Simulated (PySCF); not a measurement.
**CH₄Cl₂Si, SMILES `ClC[SiH2]Cl`: what the electrons do**

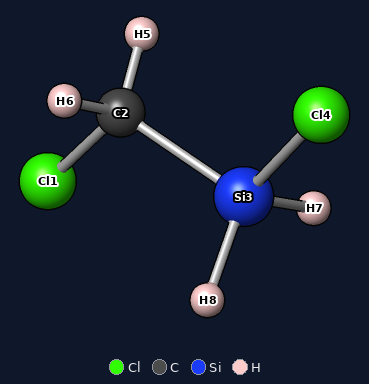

The molecule, with its atoms numbered as below. No frequency check shows the geometry to be a minimum.

Coordinates in Å:

```
Cl1     -2.4245   -0.0104    0.0007
C2      -0.8026    0.7400   -0.0016
Si3      0.5264   -0.6352   -0.0008
Cl4      2.3182    0.2791    0.0005
H5      -0.7569    1.3758   -0.8832
H6      -0.7561    1.3778    0.8806
H7       0.3825   -1.4350   -1.2101
H8       0.3836   -1.4323    1.2129
```

## 1. Bonding charge

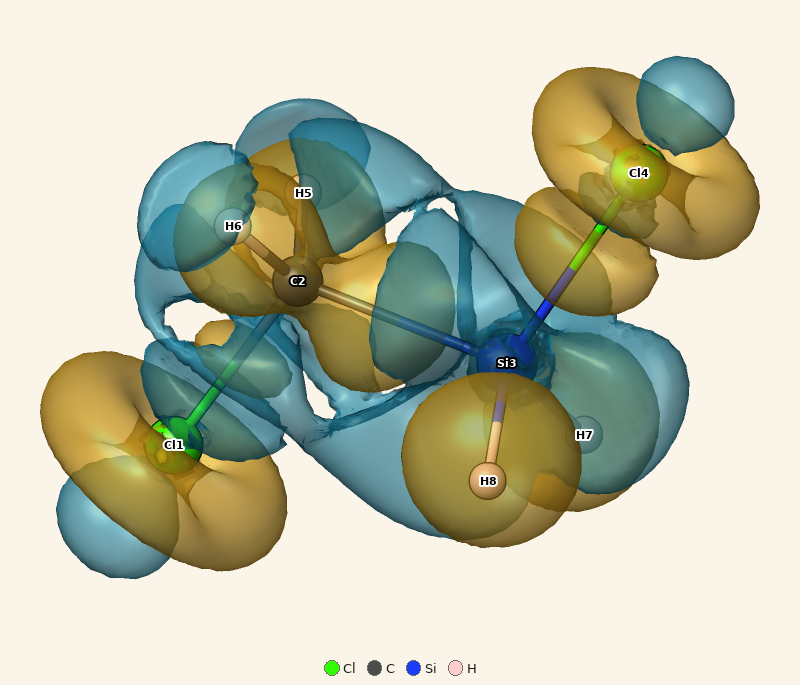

Deformation density (molecule less spherical, spin-averaged free atoms at the same positions), surfaces at ±0.04 e/Å³; yellow: gain, teal: loss.

PySCF calculation, PBE0/6-311G**, gas phase; geometry: GFN2-xTB.

Describe the bonding that the map shows.

Answer. C2–H5 and C2–H6: +0.73 e/Å³ at the bond critical point (bond length 1.09 Å, Mayer order 0.9). Si3–H7 and Si3–H8: +0.23 e/Å³ at the bond critical point (bond length 1.46 Å, Mayer order 0.9). C2–Si3: +0.17 e/Å³ at the bond critical point (bond length 1.91 Å, Mayer order 0.9). Cl1–C2: +0.15 e/Å³ at the bond critical point (bond length 1.79 Å, Mayer order 1.0). Si3–Cl4: +0.07 e/Å³ at the bond critical point (bond length 2.01 Å, Mayer order 0.9); up to 0.6 Å beside the axis the gain reaches +0.20 e/Å³. In all, 1.9 electrons gather in the regions of gain relative to the promolecule. A small or negative value marks a very polar bond, one between electron-rich atoms, whose free-atom densities already overlap strongly, a long bond to a heavier atom, or a closed-shell contact such as a hydrogen bond.

## 2. Bond critical points

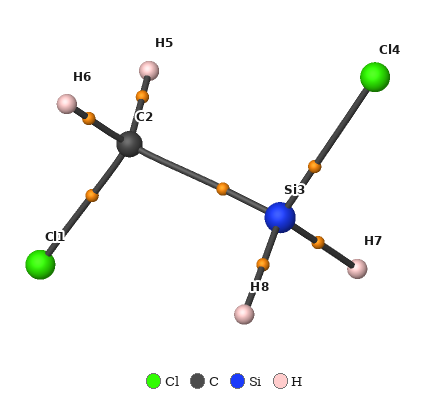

Molecular graph of the electron density (QTAIM): bond paths, bond critical points (orange), ring points (yellow, if any); weak paths are dashed.

How many critical points of each kind are there, and does the count close?

Answer. 8 nuclei, 7 bond, 0 ring and 0 cage critical points: 8 − 7 + 0 − 0 = 1, as the Poincaré–Hopf relation requires.

What does the calculation give at each kind of bond critical point?

Answer.
```csv
bond,length (Å),ρ (a.u.),∇²ρ (a.u.),ε,H (a.u.)
C2–H5 (2 alike),1.088,0.280,−0.95,0.04,−0.277
Cl1–C2,1.787,0.178,−0.22,0.03,−0.119
Si3–H7 (2 alike),1.457,0.127,+0.25,0.01,−0.081
C2–Si3,1.912,0.116,+0.20,0.03,−0.072
Si3–Cl4,2.012,0.105,+0.28,0.01,−0.057
```

What kind of interaction is C2–H5?

Answer. Shared-shell (covalent): ρ = 0.280, ∇²ρ = −0.95, H = −0.277 a.u.

## 3. Electrostatic potential

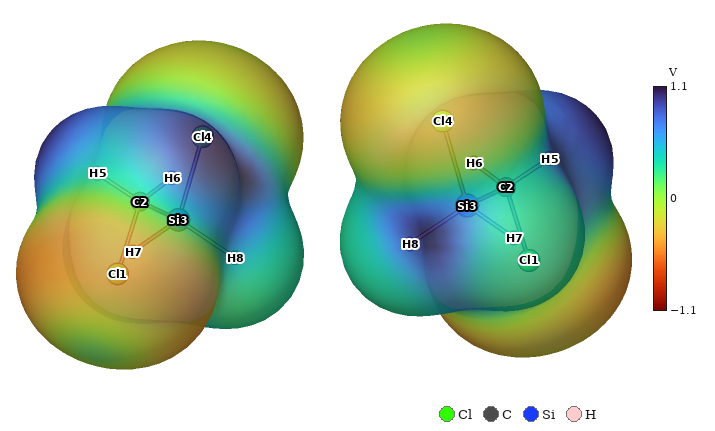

Electrostatic potential on the surface of electron density 0.001 a.u. (back view left, front view right).

Where are the extremes of the potential on the surface?

Answer. Highest: 1.06 V, about equally far (2.1 Å) from Si3, H7 and H8. Lowest: −0.51 V, 2.1 Å from Cl1. Further minima include −0.32 V, 2.1 Å from Cl4, and at like points elsewhere. The surface is sampled at points, so like sites can differ by a few per cent and only the strongest of them is named.

What volume does the surface enclose, and what is the dipole moment?

Answer. About 129 Å³; the dipole moment is 0.4 D.

## 4. Removing or adding an electron

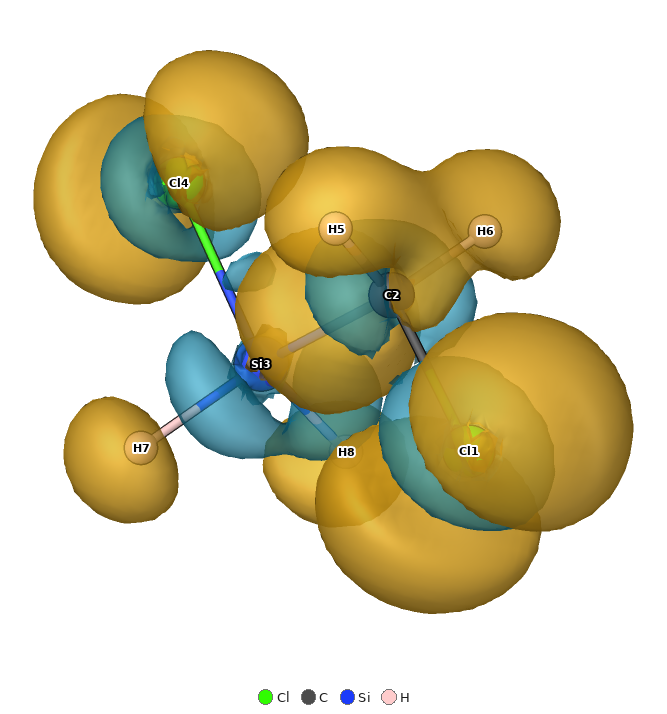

Fukui function f⁻ = ρ(N) − ρ(N−1) at fixed geometry, surfaces at ±0.015 e/Å³ (yellow positive, teal negative).

Level of theory: B3LYP/6-311+G** (PySCF), at a geometry from GFN2-xTB.

Which atoms respond most to the removal of an electron?

Answer. f⁻ (Hirshfeld-condensed) is largest on Cl1 (0.38) and Cl4 (0.23); the vertical ionisation energy is 10.42 eV (the stability of the cation's solution wasn't checked). Condensed values hint at sites of electrophilic attack but needn't mark the atom that reacts. Orbital relaxation makes it negative in places (0.16 e in all).

| atom | f⁻ | charge |
| --- | --- | --- |
| Cl1 | +0.38 | −0.06 |
| C2 | +0.09 | −0.13 |
| Si3 | +0.10 | +0.36 |
| Cl4 | +0.23 | −0.12 |
| H5 | +0.05 | +0.05 |
| H6 | +0.05 | +0.05 |
| H7 | +0.05 | −0.07 |
| H8 | +0.05 | −0.07 |

The PySCF runs shown took 12 s and 81 s on 1 thread of Arm Neoverse V2 (shared host).
